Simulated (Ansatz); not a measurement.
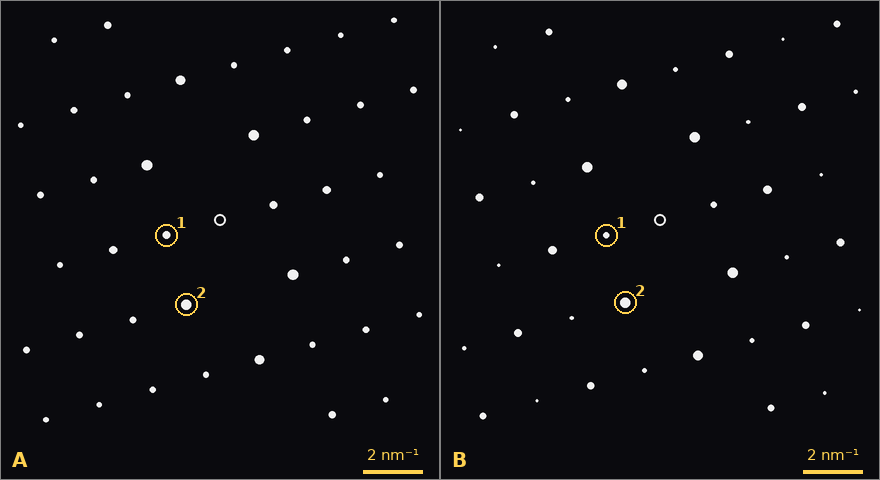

Kinematic electron diffraction patterns (300 kV, B = 0.5 Å², same scale) along [010] of the run's own cell, for the start and the end of one relaxation of BiN with DFT PBE, scalar-relativistic, plane waves, PAW in Ansatz 0.2.0. k mesh 8×8×6. The start is a generated model structure, and the relaxation ends in the nearest stationary point of its symmetry, not necessarily the ground state. Spot 1 is 0 0 -1 and spot 2 is -1 0 -1 in both.

Start structure:

```
Bi N
1.0
     4.18124    0.00000    0.00000
     0.00000    4.18124    0.00000
     0.00000    0.00000    5.26871
Bi N
2 2
Cartesian
  2.0906 0.0000 1.2476
  0.0000 2.0906 4.0211
  0.0000 0.0000 0.0000
  2.0906 2.0906 0.0000
```

Which pattern belongs to the start structure, and which to the relaxed one?

Answer. B is the start: its cell gives d(1) = 5.269 Å, d(2) = 3.275 Å and an angle of 51.6°. A is the relaxed structure, with d(1) = 5.312 Å (+0.8 %), d(2) = 3.222 Å (-1.6 %) and 52.7°.

Name reflections whose intensity changes strongly on relaxation.

Answer. 0 0 3 goes from 0.14 to 11 % of the strongest spot; 1 0 -2 goes from 1.6 to 16 % of the strongest spot; 0 0 1 goes from 10 to 31 % of the strongest spot.

Summarise the relaxation behind the change.

Answer. The volume changed by -5.3 % to 21.81 Å³ an atom; with the mean shift removed, the atoms moved by up to 0.15 Å relative to the cell (Bi most); the space group stayed P4/nmm (No. 129); the free energy fell by 140 meV an atom. Relaxed cell: a = 4.052 Å, b = 4.052 Å, c = 5.312 Å, α = 90.00°, β = 90.00°, γ = 90.00°.
